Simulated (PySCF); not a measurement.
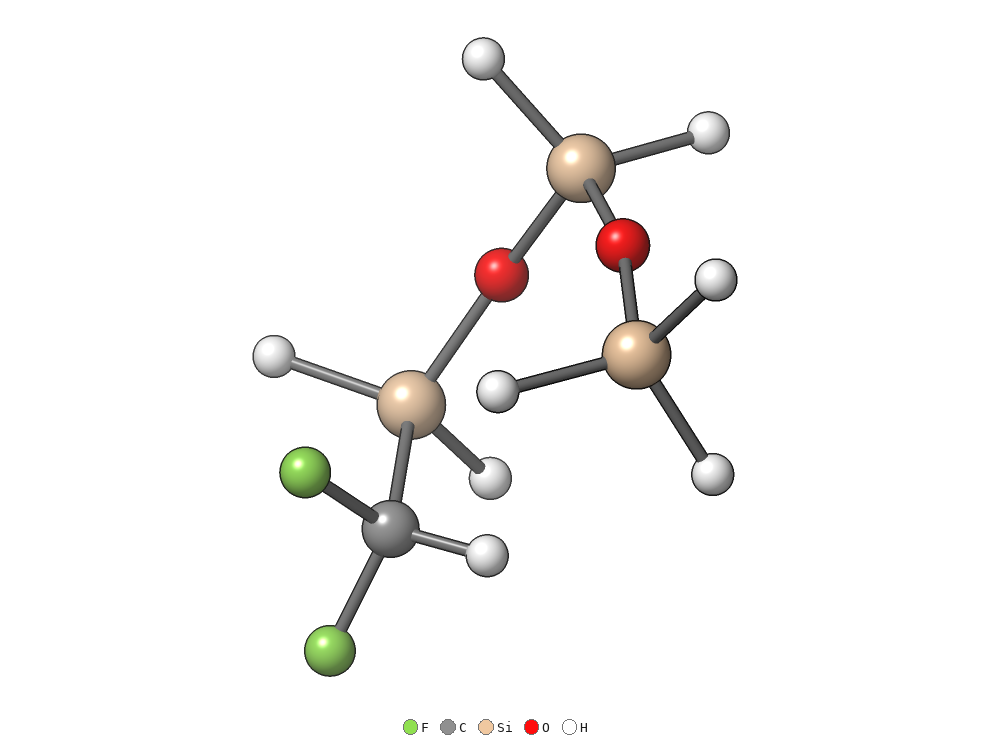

A ball-and-stick model of a molecule. Every bond is drawn as one stick, whatever its order.

The geometry was computed by an optimisation with GFN2-xTB. No frequency run is at hand to confirm it as a minimum.

Which formula does it have?

CH₈F₂O₂Si₃, 16 atoms: 1 carbon, 8 hydrogen, 2 fluorine, 2 oxygen and 3 silicon.

What is its SMILES?

FC(F)[SiH2]O[SiH2]O[SiH3]

Count the bonded pairs by element.

7 Si–H, 4 O–Si, 2 C–F, 1 C–Si, 1 C–H.

Give the symmetry (Schoenflies symbol).

C1.

The parts below concern this one geometry. Atoms keep their numbers from picture to picture.

### Shape

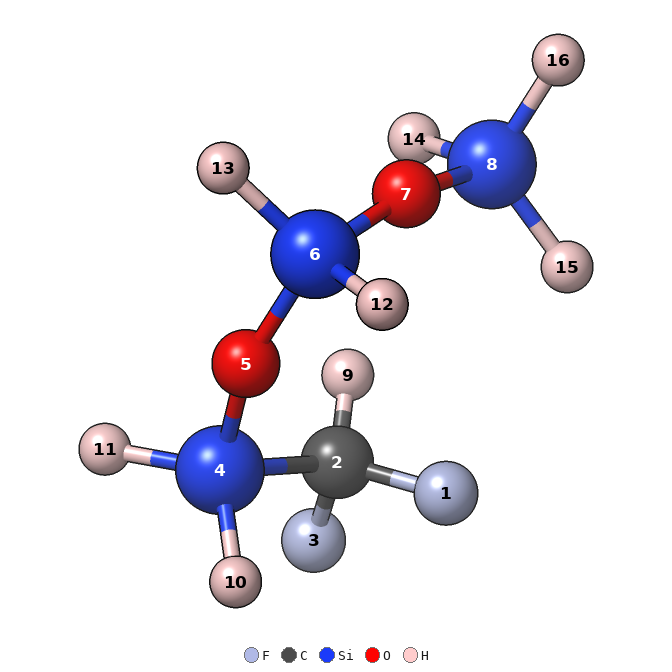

Atoms carry their numbers in the input. No frequency run is at hand to confirm it as a minimum.

Give these bond angles: F1–C2–Si4, F1–C2–H9, C2–Si4–O5, C2–Si4–H10, F3–C2–Si4, F3–C2–H9, Si4–C2–H9, O5–Si4–H10, O5–Si4–H11, O7–Si6–H12, O7–Si8–H15, O7–Si8–H16.

| angle | degrees |
| --- | --- |
| F1–C2–Si4 | 110.6 |
| F1–C2–H9 | 106.4 |
| C2–Si4–O5 | 107.6 |
| C2–Si4–H10 | 107.9 |
| F3–C2–Si4 | 111.8 |
| F3–C2–H9 | 106.7 |
| Si4–C2–H9 | 115.3 |
| O5–Si4–H10 | 108.8 |
| O5–Si4–H11 | 108.0 |
| O7–Si6–H12 | 108.3 |
| O7–Si8–H15 | 108.4 |
| O7–Si8–H16 | 104.2 |

### Dipole moment

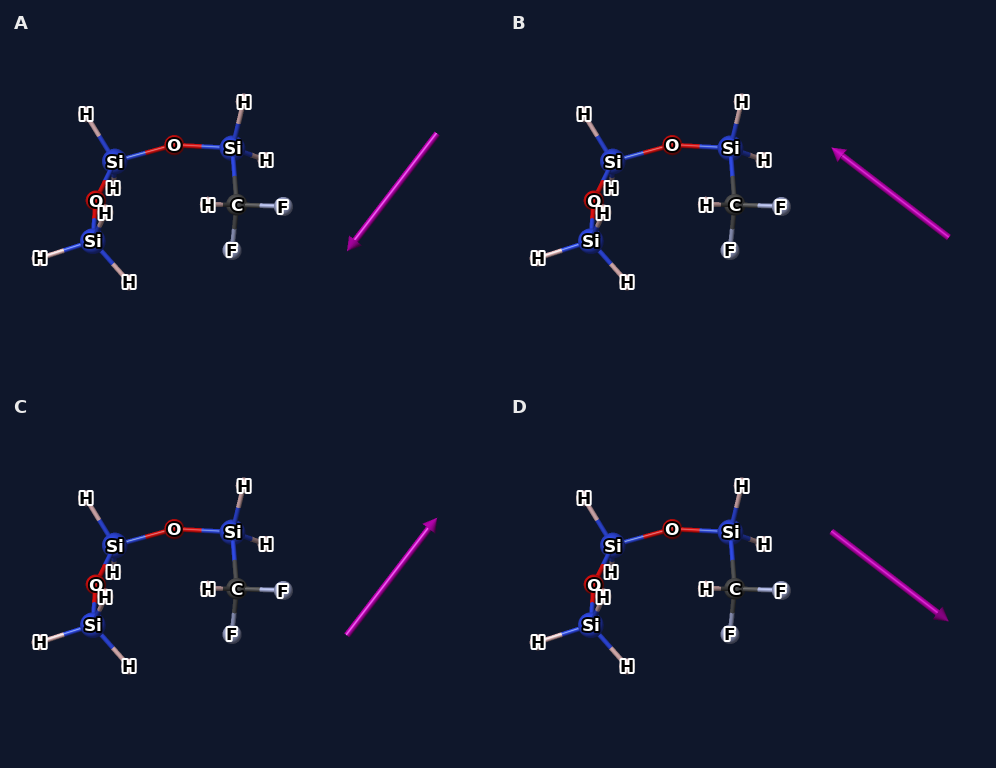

The same molecule four times, each with an arrow. No frequency run is at hand to confirm it as a minimum. Method: CAM-B3LYP/def2-SVPD, gas phase (PySCF 2.14.0).

Which arrow points along the dipole moment, from the negative to the positive end?

B. The dipole moment is 1.90 D.

### Excitation

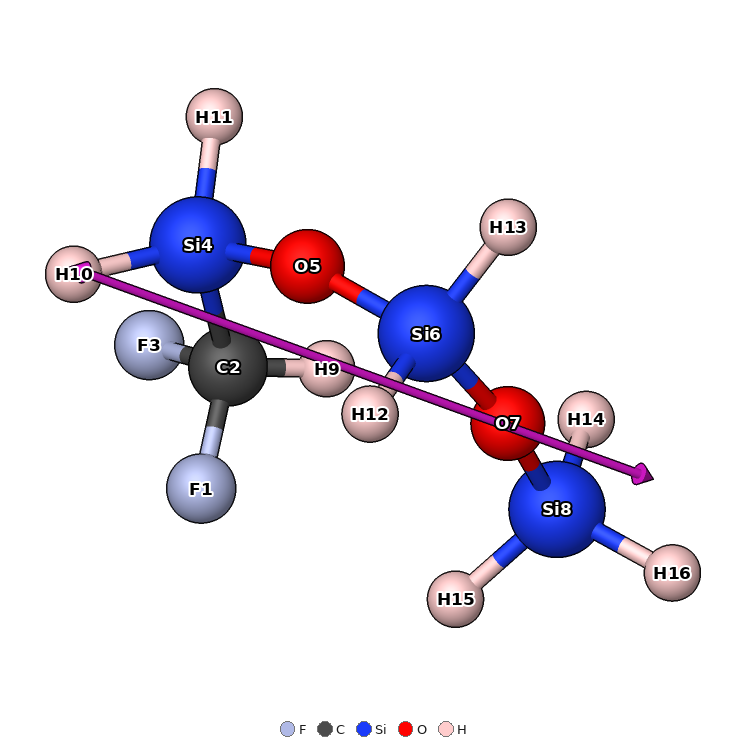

The double arrow shows the direction of the transition dipole to excited singlet state 5 (its length means nothing). No frequency run is at hand to confirm it as a minimum. Properties computed with TDDFT CAM-B3LYP/def2-SVPD, vertical, gas phase, core orbitals frozen in the response (PySCF 2.14.0).

Give its energy, strength and character.

8.07 eV (154 nm), oscillator strength 0.028, of mixed character, with the largest part HOMO → LUMO (weight 0.20); transition dipole 0.95 D.

### Polarisability

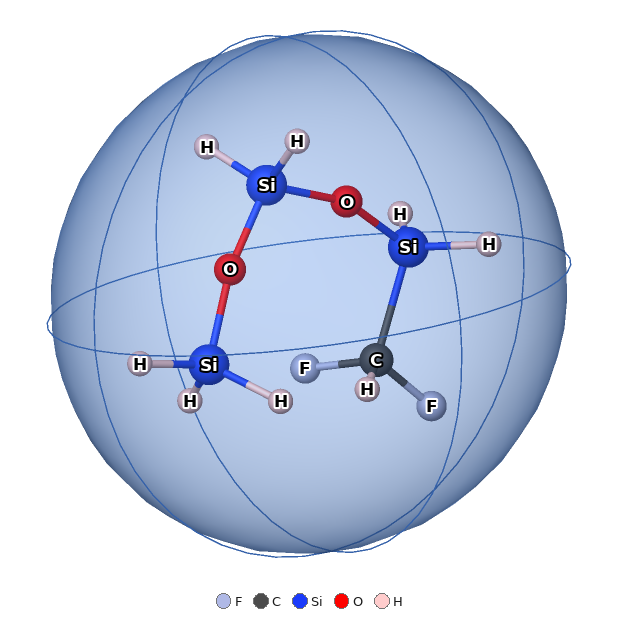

The ellipsoid shows the static dipole polarisability: its half-axes are proportional to the principal values. No frequency run is at hand to confirm it as a minimum. Method: CAM-B3LYP/def2-SVPD (PySCF 2.14.0).

Give the principal values, the mean and the anisotropy.

Principal values 83.8, 93.7, 99.3 bohr³; mean 92.3 bohr³ (13.67 Å³); anisotropy 13.6 bohr³, so the longest axis is 1.18 times the shortest.

The geometry is semi-empirical. Around Si such bond lengths and angles can be off by a tenth of an ångström or more and by several degrees, and values that hang on the shape move with them.
